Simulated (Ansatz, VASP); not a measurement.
## AlGaAsN: VASP beside Ansatz

Aim: how closely do two programs agree when they are given the same cell, functional and k mesh? The cell is invented: As first built, before any earlier steps moved the atoms: it takes the AlGaN2 structure with some of its atoms replaced by other elements, volume scaled by an estimate. It may not be a known or stable phase. The cell comes out of the VASP series on this material, whose earlier steps may have relaxed, scaled or displaced it; both programs get it as it stands.

Main program and level: Ansatz 0.2.0; plane waves, with VASP 6.6.1 beside it; band structure at revPBE and single point at revPBE.

### 1. The structure

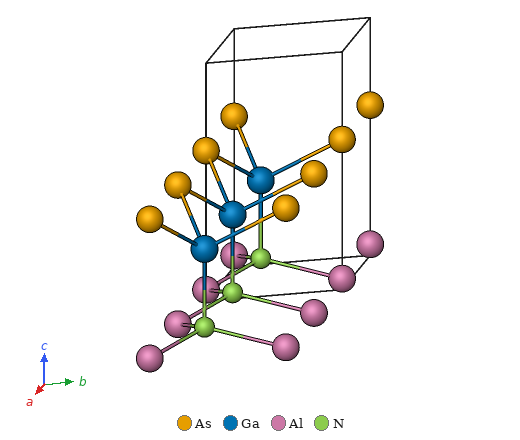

The starting structure, seen slightly off an axis (arsenic orange, gallium blue, aluminium pink, nitrogen green). 3×1×1 cells are drawn. Bonds to atoms that aren't drawn are left out. Some periodic images of atoms are drawn too.

### 2. Ansatz: band structure, revPBE

Ansatz runs on its default PAW (the set named soft_2) files.

Levels along a path test the potential and the projectors away from the mesh points.

The input, input.yaml:

```yaml
crystal:
  lattice:
    - [3.5732612378, 0.0, 0.0]
    - [-1.7866306189, 3.0945347452, 0.0]
    - [0.0, 0.0, 6.0989016103]
  atoms:
    - { symbol: As, position: [0.0, 0.0, 0.6318102766] }
    - { symbol: Ga, position: [0.66666667, 0.33333333, 0.443323083] }
    - { symbol: Al, position: [0.0, 0.0, 0.0466377218] }
    - { symbol: "N", position: [0.66666667, 0.33333333, 0.1146289287] }
hamiltonian:
  xc: revpbe
  pseudopotentials: { kind: paw }
kpoints:
  mp_grid: { grid: [6, 6, 3] }
  band_path:
    path:
      - [0.0, 0.0, 0.0]
      - [0.13333, 0.0, 0.0]
      - [0.3, 0.0, 0.0]
      - [0.46667, 0.0, 0.0]
      - [0.46667, 0.06667, 0.0]
      - [0.41111, 0.17778, 0.0]
      - [0.35556, 0.28889, 0.0]
      - [0.28889, 0.28889, 0.0]
      - [0.17778, 0.17778, 0.0]
      - [0.06667, 0.06667, 0.0]
      - [0.0, 0.0, 0.03333]
      - [0.0, 0.0, 0.2]
      - [0.0, 0.0, 0.36667]
      - [0.0, 0.0, 0.5]
      - [0.16667, 0.0, 0.5]
      - [0.3, 0.0, 0.5]
      - [0.46667, 0.0, 0.5]
      - [0.46667, 0.06667, 0.5]
      - [0.41111, 0.17778, 0.5]
      - [0.35556, 0.28889, 0.5]
      - [0.28889, 0.28889, 0.5]
      - [0.17778, 0.17778, 0.5]
      - [0.06667, 0.06667, 0.5]
      - [0.5, 0.0, 0.46667]
      - [0.5, 0.0, 0.3]
      - [0.5, 0.0, 0.13333]
      - [0.33333, 0.33333, 0.0]
      - [0.33333, 0.33333, 0.16667]
      - [0.33333, 0.33333, 0.33333]
      - [0.33333, 0.33333, 0.5]
    npoints: 1
scf:
  occupations: { method: gaussian, width: 0.05 }
  n_extra_bands: 8
output:
  forces: true
  stress: true
  eigenvalues: true
```

The run is started by

```console
$ ansatz run input.yaml --threads 2 --pin off --max-ram 4608MiB --backend cpu --events-out ev --progress --plain --runs-dir out
```

Numbers of over 12 decimals in the logs are rounded to 6 here.

Output:

```text
scf.n_extra_bands = 8 over 18 filled bands (N_el = 36.0): the run solves 26 bands
Engine: ansatz 0.2.0, aarch64-unknown-linux-gnu
Pseudopotentials: kind: paw
Pseudopotential: As, paw, valence charge 15, recommended cutoff 420 eV (normal), As.paw.azcp
Pseudopotential: Ga, paw, valence charge 13, recommended cutoff 420 eV (normal), Ga.paw.azcp
Pseudopotential: Al, paw, valence charge 3, recommended cutoff 420 eV (normal), Al.paw.azcp
Pseudopotential: N, paw, valence charge 5, recommended cutoff 420 eV (normal), N.paw.azcp
Functional definition: revPBE
  parameter kappa = 1.245
  parameter beta = 0.066725
  exchange = pbe_x(kappa = kappa, mu = beta*pi^2/3)
  correlation = pbe_c(beta = beta)
Crystal: 4 atoms, lattice volume = 67.439 Å³
Basis set: ecut = 420 eV, 1287 PW (Γ), exchange–correlation on 48×48×90 points (8 copies of the dense FFT grid, shifted against one another)
Bands: 26, of which v1, the nominal top of the filled ones, is band 18 counted from 1 (17 counted from 0)
Symmetry: 6 space group operations
Space group: P3m1 (ITA 156), of the structure as read, at distance tolerance 4.1e-5 Å
k-points: 17 of 108 (time reversal used)
Non-local potential: As, projectors of the file, l = 0: 2, l = 1: 2, l = 2: 3, l = 3: 1
Non-local potential: Ga, projectors of the file, l = 0: 2, l = 1: 2, l = 2: 3, l = 3: 1
Non-local potential: Al, projectors of the file, l = 0: 2, l = 1: 2, l = 2: 1
Non-local potential: N, projectors of the file, l = 0: 2, l = 1: 2, l = 2: 1
PAW form: soft (Blöchl's): semilocal exchange-correlation on the pseudo side does not see the compensation charge
PAW frozen core: As, regenerated for the run's functional, and the local potential with it (the file was generated under x = pbe(κ = 0.804, μ = 0.219515), c = pbe(β = 0.066725))
PAW frozen core: Ga, regenerated for the run's functional, and the local potential with it (the file was generated under x = pbe(κ = 0.804, μ = 0.219515), c = pbe(β = 0.066725))
PAW frozen core: Al, regenerated for the run's functional, and the local potential with it (the file was generated under x = pbe(κ = 0.804, μ = 0.219515), c = pbe(β = 0.066725))
PAW frozen core: N, regenerated for the run's functional, and the local potential with it (the file was generated under x = pbe(κ = 0.804, μ = 0.219515), c = pbe(β = 0.066725))
PAW one-centre angular grid: As, 590 points (default); XC on 64 Gauss nodes
PAW one-centre angular grid: Ga, 590 points (default); XC on 64 Gauss nodes
PAW one-centre angular grid: Al, 110 points (default); XC on 64 Gauss nodes
PAW one-centre angular grid: N, 110 points (default); XC on 64 Gauss nodes
Initial density: superposition of atomic densities (neutral atoms: chi_scale 0, normalization atom), corrected by the library's trained network
Initial wavefunctions: pseudopotential atomic-orbital guess
Functional: x = revpbe(κ = 1.245, μ = 0.219515), c = pbe(β = 0.066725)
SCF iter   1: F=—  HF=-9573.212362 eV  |F-HF|=—  |Δ(HF+E_count)|=         —  Δρ=2.94e-3  dr2=6.75e-3  ethr=1.77e-3  ⟨swp⟩=5.8  Hψ=2149  notcnv=0  defer=1
preconditioner: auto → Resta (q_TF=auto, 2.457 Å⁻¹)  ε∞=3.4  [insulator: Δε(μ)=0.259 eV  Ē_g=14.930 eV  σ=0.050 eV  W_gap=0.83  n_scr=22 (ndim 8)  ℏωp=23.1 eV  f_vac=0.002  D(μ)=0.79/eV (n_scr^D=2)  ε∞_Penn≈3.4]
SCF iter   2: F=—  HF=-9573.211806 eV  |F-HF|=—  |Δ(HF+E_count)|=   5.57e-4  Δρ=1.37e-3  dr2=1.97e-3  ethr=1.88e-5  ⟨swp⟩=2.0  Hψ=678  notcnv=0  defer=13
SCF iter   3: F=—  HF=-9573.212113 eV  |F-HF|=—  |Δ(HF+E_count)|=   3.07e-4  Δρ=6.82e-4  dr2=4.55e-4  ethr=5.47e-6  ⟨swp⟩=2.0  Hψ=591  notcnv=0  defer=13
SCF iter   4: F=—  HF=-9573.212195 eV  |F-HF|=—  |Δ(HF+E_count)|=   8.23e-5  Δρ=2.00e-4  dr2=3.76e-5  ethr=1.26e-6  ⟨swp⟩=2.0  Hψ=611  notcnv=0  defer=13
SCF iter   5: F=—  HF=-9573.212223 eV  |F-HF|=—  |Δ(HF+E_count)|=   2.77e-5  Δρ=6.16e-5  dr2=3.36e-6  ethr=1.05e-7  ⟨swp⟩=2.0  Hψ=698  notcnv=0  defer=13
SCF iter   6: F=—  HF=-9573.212222 eV  |F-HF|=—  |Δ(HF+E_count)|=   6.87e-7  Δρ=2.72e-5  dr2=6.15e-7  ethr=9.35e-9  ⟨swp⟩=2.0  Hψ=696  notcnv=0  defer=13
SCF iter   7: F=-9573.212223 eV  HF=-9573.212223 eV  |F-HF|=3.15e-8  |Δ(HF+E_count)|=   7.47e-7  Δρ=6.61e-6  dr2=4.70e-8  ethr=2.78e-10  ⟨swp⟩=7.1  Hψ=2139  notcnv=0
SCF 1 converged in 7 iterations: F = -9573.212223 eV  dr2 = 4.70e-8
  greatest PAW one-centre occupation: 0.999 electrons in one spin orbital (limit 2), on the As atom at site 0 (counted from 0), in its partial waves of l = 2
NSCF: frozen V_eff on 30 k-points
SCF converged after 7 iterations
Free energy (F): -9573.212223 eV
Harris-Foulkes:  -9573.212223 eV  (|F-HF|=3.15e-8)
Internal energy: -9573.211242 eV  (E = F + TS)
E sigma→0 (E₀):  -9573.211732 eV
Entropy (-TS):   -0.000982 eV (-0.245 meV/atom)
Fermi energy:    9.207135 eV
--- Per-component energies (eV) ---
  E_band       = -282.623500
  E_kinetic    = 370.763591
  E_local      = -4810.831890  (includes V_loc(G=0)·N_el)
  E_nonlocal   = -192.775226
  E_hartree    = 2395.754354
  E_xc         = -248.570113
  E_vxc        = -242.680983  (∫ρ·V_xc dr)
  E_paw        = -4428.686006  (= ΣΔE_a)
  E_vpaw       = -198.603079  (= ΣTr[D̂ρ^β])
  E_aug_tail   = 0.000016  (compensation charges beyond the density's cutoff)
  E_ewald      = -2658.580073
  E_core_change = -0.285895  (= ΣΔE_core)
  E_smearing   = -0.000982  (= −TS)
  E_closure    = -0.000000  (closes the sum)
  Σ components = -9573.212223   (vs F -9573.212223, Δ=0.00e0)
--- Forces (eV/Å), atoms counted from 1 ---
  atom   1  As     0.00000000     0.00000000    -0.00637501
  atom   2  Ga     0.00000000    -0.00000000     0.00414377
  atom   3  Al     0.00000000     0.00000000    -0.01044400
  atom   4  N      0.00000000     0.00000000     0.01266457
  max |Σ_I F_I| component: 1.07e-5 eV/Å
--- Stress (GPa, compression-positive) ---
       -0.066112       0.000000       0.000000
        0.000000      -0.066112       0.000000
        0.000000       0.000000      -0.080513
  P = ⅓ Tr σ = -0.0709 GPa (-0.709 kbar)
--- Band table (eV; the first three rows and the last of 17) ---
  k-point 0: bands = [... 14 lower, 5.5516, 7.0829, 8.0154, 9.5760, 9.5760, 12.3849, 14.1294, 14.1294, ... 4 higher]
  k-point 1: bands = [... 14 lower, 5.5728, 5.5728, 9.5071, 9.5071, 9.5475, 12.5685, 13.2361, 14.2951, ... 4 higher]
  k-point 2: bands = [... 14 lower, 5.3439, 6.8797, 7.2754, 8.9771, 9.1729, 12.5433, 13.8160, 14.4778, ... 4 higher]
  k-point 16: bands = [... 14 lower, 3.3262, 4.8916, 5.4246, 6.3944, 11.3284, 11.5559, 11.7618, 14.2427, ... 4 higher]
```

Run time: 6.2 s. Hardware: 2 threads of Arm Neoverse N1, shared host; peak memory 0.36 GiB.

Reading the cycles: dr2 is the Hartree energy of the density residual (eV), the measure of convergence; HF is the Harris–Foulkes estimate of the energy, which meets the free energy F at convergence.

### 3. VASP: band structure, revPBE

The same cell, functional, mesh and smearing now go to VASP, with its own data sets and cutoff.

Lines of VASP's logs that name or quote its potential files are left out, and so is its time.

The input, INCAR:

```
SYSTEM = AlGaAsN
PREC = Accurate
ENCUT = 520
EDIFF = 1E-06
NELM = 100
ISMEAR = 0
SIGMA = 0.05
LREAL = .FALSE.
ALGO = Normal
GGA = RE
NBANDS = 27
LORBIT = 11
LWAVE = .FALSE.
LCHARG = .FALSE.
KPAR = 2
```

The input, POSCAR:

```
AlGaAsN
1.0
    3.5732612378      0.0000000000      0.0000000000
   -1.7866306189      3.0945347452      0.0000000000
    0.0000000000      0.0000000000      6.0989016103
As Ga Al N
1 1 1 1
Direct
    0.0000000000      0.0000000000      0.6318102766
    0.6666666700      0.3333333300      0.4433230830
    0.0000000000      0.0000000000      0.0466377218
    0.6666666700      0.3333333300      0.1146289287
```

The input, KPOINTS:

```
Automatic mesh
0
Gamma
6 6 3
0 0 0
```

The input, KPOINTS_OPT:

```
Line mode
16
Line-mode
Reciprocal
  0.00000000   0.00000000   0.00000000 GAMMA
  0.50000000   0.00000000   0.00000000 M

  0.50000000   0.00000000   0.00000000 M
  0.33333333   0.33333333   0.00000000 K

  0.33333333   0.33333333   0.00000000 K
  0.00000000   0.00000000   0.00000000 GAMMA

  0.00000000   0.00000000   0.00000000 GAMMA
  0.00000000   0.00000000   0.50000000 A

  0.00000000   0.00000000   0.50000000 A
  0.50000000   0.00000000   0.50000000 L

  0.50000000   0.00000000   0.50000000 L
  0.33333333   0.33333333   0.50000000 H

  0.33333333   0.33333333   0.50000000 H
  0.00000000   0.00000000   0.50000000 A

  0.50000000   0.00000000   0.50000000 L
  0.50000000   0.00000000   0.00000000 M

  0.33333333   0.33333333   0.00000000 K
  0.33333333   0.33333333   0.50000000 H
```

PAW data sets: As, Ga_d, Al and N (PBE family, release 64).

The run is started by

```console
$ mpirun -np 2 vasp_std
```

Output:

```text
[banner, memory and clock lines left out]
running    2 mpi-ranks, on    1 nodes
 distrk:  each k-point on    1 cores,    2 groups
 distr:  one band on    1 cores,    1 groups

 POSCAR found type information on POSCAR AsGaAlN
 POSCAR found :  4 types and       4 ions
|                                                                             |
|               ----> ADVICE to this user running VASP <----                  |
|                                                                             |
|     You enforced a specific xc type in the INCAR file but a different       |
|     [... a line on the potential file left out ...]
|     I HOPE YOU KNOW WHAT YOU ARE DOING!                                     |
|                                                                             |

 LDA part: xc-table for (Slater+PW92), standard interpolation
 POSCAR, INCAR and KPOINTS ok, starting setup
 FFT: planning ... GRIDC
 FFT: planning ... GRID_SOFT
 FFT: planning ... GRID
 WAVECAR not read
 entering main loop
       N       E                     dE             d eps       ncg     rms          rms(c)
DAV:   1     0.185863196282E+03    0.18586E+03   -0.10888E+04  1036   0.116E+03
DAV:   2     0.302879700840E+01   -0.18283E+03   -0.16566E+03  1046   0.380E+02
DAV:   3    -0.212605243603E+02   -0.24289E+02   -0.23924E+02  1109   0.909E+01
DAV:   4    -0.219488864687E+02   -0.68836E+00   -0.68725E+00  1094   0.168E+01
DAV:   5    -0.219621251260E+02   -0.13239E-01   -0.13236E-01  1182   0.229E+00    0.857E+00
DAV:   6    -0.198432623075E+02    0.21189E+01   -0.92841E+00  1277   0.195E+01    0.412E+00
DAV:   7    -0.197305407352E+02    0.11272E+00   -0.99263E-01  1031   0.684E+00    0.243E+00
DAV:   8    -0.197241750551E+02    0.63657E-02   -0.16939E-01  1145   0.205E+00    0.814E-01
DAV:   9    -0.197256573769E+02   -0.14823E-02   -0.10020E-02  1125   0.666E-01    0.304E-01
DAV:  10    -0.197270155194E+02   -0.13581E-02   -0.19601E-03  1066   0.225E-01    0.103E-01
DAV:  11    -0.197272488237E+02   -0.23330E-03   -0.27768E-04  1072   0.942E-02    0.327E-02
DAV:  12    -0.197272621208E+02   -0.13297E-04   -0.43207E-05  1113   0.326E-02    0.109E-02
DAV:  13    -0.197272647103E+02   -0.25895E-05   -0.48718E-06  1037   0.128E-02    0.572E-03
DAV:  14    -0.197272651529E+02   -0.44256E-06   -0.12124E-06  1062   0.602E-03
   1 F= -.19727265E+02 E0= -.19726774E+02  d E =-.981507E-03
 Start KPOINTS_OPT (optional k-point list driver)
k-point batch [1-17\144]
       N       E                     dE             ncg
DAV:   1     0.169755074604E+04   -0.59773E+04     1029
DAV:   2    -0.126411009067E+04   -0.29617E+04     1025
DAV:   3    -0.166017985212E+04   -0.39607E+03     1118
DAV:   4    -0.167221217482E+04   -0.12032E+02     1062
DAV:   5    -0.167245944573E+04   -0.24727E+00     1214
DAV:   6    -0.167247111127E+04   -0.11666E-01     1253
DAV:   7    -0.167247121106E+04   -0.99784E-04     1257
DAV:   8    -0.167247121239E+04   -0.13362E-05      917
DAV:   9    -0.167247121254E+04   -0.15275E-06      742
[...]
k-point batch [137-144\144]
       N       E                     dE             ncg
DAV:   1     0.939077470031E+04   -0.72561E+04      480
DAV:   2     0.802947250994E+04   -0.13613E+04      496
DAV:   3     0.784641196717E+04   -0.18306E+03      538
DAV:   4     0.784116578313E+04   -0.52462E+01      477
DAV:   5     0.784106321766E+04   -0.10257E+00      592
DAV:   6     0.784105965589E+04   -0.35618E-02      543
DAV:   7     0.784105962842E+04   -0.27478E-04      600
DAV:   8     0.784105962796E+04   -0.45113E-06      404
```

From OUTCAR (step 3):

```text
ion  position               nearest neighbor table
   1  0.000  0.000  0.632-   2 2.36   2 2.36   2 2.36   3 2.53
   2  0.667  0.333  0.443-   4 2.00   1 2.36   1 2.36   1 2.36
   3  0.000  0.000  0.047-   4 2.10   4 2.10   4 2.10   1 2.53
   4  0.667  0.333  0.115-   2 2.00   3 2.10   3 2.10   3 2.10

  LATTYP: Found a hexagonal cell.
 ALAT       =     3.5732612378
 C/A-ratio  =     1.7068166038

 Subroutine GETGRP returns: Found  6 space group operations
 (whereof  6 operations were pure point group operations)

The static configuration has the point symmetry C_3v.

 Found     17 irreducible k-points:

   k-points           NKPTS =     17   k-points in BZ     NKDIM =     17   number of bands    NBANDS=     27

   dimension x,y,z NGX =    28 NGY =   28 NGZ =   48
   dimension x,y,z NGXF=    56 NGYF=   56 NGZF=   96

   ENCUT  =  520.0 eV  38.22 Ry    6.18 a.u.   6.64  6.64 11.34*2*pi/ulx,y,z

   NELECT =      26.0000    total number of electrons

 k-points in reciprocal lattice and weights: Automatic mesh
   0.00000000  0.00000000  0.00000000       0.009
   0.16666667  0.00000000  0.00000000       0.056
   0.33333333  0.00000000  0.00000000       0.056
   0.50000000  0.00000000  0.00000000       0.028
   0.16666667  0.16666667  0.00000000       0.056
   0.33333333  0.16666667  0.00000000       0.111
   0.33333333  0.33333333  0.00000000       0.019
   0.00000000  0.00000000  0.33333333       0.019
   0.16666667  0.00000000  0.33333333       0.056
[...]
-0.16666667  0.50000000  0.33333333       0.111
   0.33333333  0.33333333  0.33333333       0.037

 average (electrostatic) potential at core
       1 -48.5883       2 -64.8971       3 -76.2009       4 -63.6323

 E-fermi :   6.0486

 k-point     1 :       0.0000    0.0000    0.0000
  band No.  band energies     occupation
    ...
      8      -1.7671      2.00000
      9       2.3931      2.00000
     10       2.3931      2.00000
     11       3.9283      2.00000
     12       4.8569      2.00000
     13       6.4267      0.00000
     14       6.4267      0.00000
     15       9.2335      0.00000
     16      10.9565      0.00000
     17      10.9565      0.00000
    ...

 k-point     2 :       0.1667    0.0000    0.0000
  band No.  band energies     occupation
    ...
     10       2.1851      2.00000
     11       3.7263      2.00000
     12       4.1214      2.00000
     13       5.8256      2.00000
     14       6.0144      1.66667
     15       9.3792      0.00000
     16      10.6516      0.00000
     17      11.3187      0.00000
     18      11.4894      0.00000
     19      12.3231      0.00000
    ...

 k-point     3 :       0.3333    0.0000    0.0000
  band No.  band energies     occupation
    ...
      9      -0.0819      2.00000
     10       1.2924      2.00000
     11       1.8104      2.00000
     12       3.1810      2.00000
     13       4.9831      2.00000
     14       7.1065      0.00000
     15       8.3630      0.00000
     16       9.4207      0.00000
     17      10.7404      0.00000
     18      11.3680      0.00000
    ...

  Total       -0.0081958     -0.0081958      0.0075292      0.0000000      0.0000000      0.0000000
  in kB       -0.1947120     -0.1947119      0.1788736      0.0000000      0.0000000      0.0000000
  external PRESSURE =      -0.0701834 kB  Pullay stress =       0.0000000 kB

  energy-cutoff  :      520.00
  volume of cell :       67.44
      direct lattice vectors                 reciprocal lattice vectors
     3.573261238  0.000000000  0.000000000     0.279856393  0.161575177  0.000000000
    -1.786630619  3.094534745  0.000000000     0.000000000  0.323150355  0.000000000
     0.000000000  0.000000000  6.098901610     0.000000000  0.000000000  0.163963950

 POSITION                                       TOTAL-FORCE (eV/Angst)
 -----------------------------------------------------------------------------------
      0.00000      0.00000      3.85335         0.000000      0.000000      0.006895
      1.78663      1.03151      2.70378         0.000000      0.000000     -0.007177
      0.00000      0.00000      0.28444        -0.000000      0.000000     -0.004530
      1.78663      1.03151      0.69911        -0.000000      0.000000      0.004812
 -----------------------------------------------------------------------------------
    total drift:                               -0.000020      0.000002      0.000923

  FREE ENERGIE OF THE ION-ELECTRON SYSTEM (eV)
  ---------------------------------------------------
  free  energy   TOTEN  =       -19.7272651529 eV

  energy  without entropy=      -19.7262836457  energy(sigma->0) =      -19.72677440

 total charge
# of ion       s       p       d       tot
------------------------------------------
    1        1.210   1.674   0.039   2.922
    2        0.860   0.914  10.056  11.830
    3        0.362   0.298   0.000   0.660
    4        1.248   2.390   0.000   3.638
--------------------------------------------------
tot          3.680   5.276  10.095  19.050

[... 3 further parts left out ...]
```

The run ends at a pressure of -0.01 GPa, with forces up to 0.0072 eV/Å.

### 4. Differences

Known differences besides the PAW data sets themselves: the data sets hold 36 valence electrons in Ansatz (default PAW (the set named soft_2) files) and 26 in VASP; the cutoff is 420 eV in Ansatz and 520 eV in VASP; Ansatz makes its cores anew for this functional, VASP keeps those of its PBE data sets; VASP leaves aspherical gradient terms in its spheres out (LASPH is not set), Ansatz keeps them. Total energies have different zeros and are not compared.

Both answers:

```tsv
quantity	Ansatz	VASP	difference
pressure (GPa)	-0.07	-0.01	-0.06
```

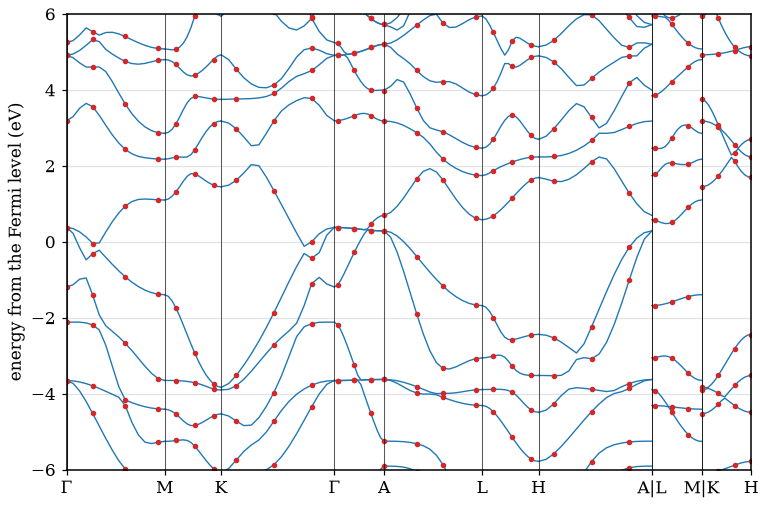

Bands from VASP (lines) and levels from Ansatz (dots). Dots without a line are higher empty bands that the VASP plot leaves out.

At this near-relaxed geometry the largest component of a force difference is 13 meV/Å. Levels from 3 eV below to 2 eV above the Fermi level differ by 5 meV r.m.s. and 9 meV at most; each VASP level is matched to the nearest of Ansatz, which flatters the figure a little. Ansatz's pressure holds a Pulay correction of 0.16 GPa; VASP's holds none.

(Continued in part 2 of 2.)

[Lines on the potential files, build, host, timing and source positions are cut from VASP's logs without a mark.]

[Logs are printed without paths, hosts, clocks, repeated set-up lines and the standing remarks that a program may print on its own settings, such as how far it seeks lower states.]

[Hosts, paths, dates, database ids (printed as entryN), source tags and the programs' standing remarks are cut or masked in the printed files.]
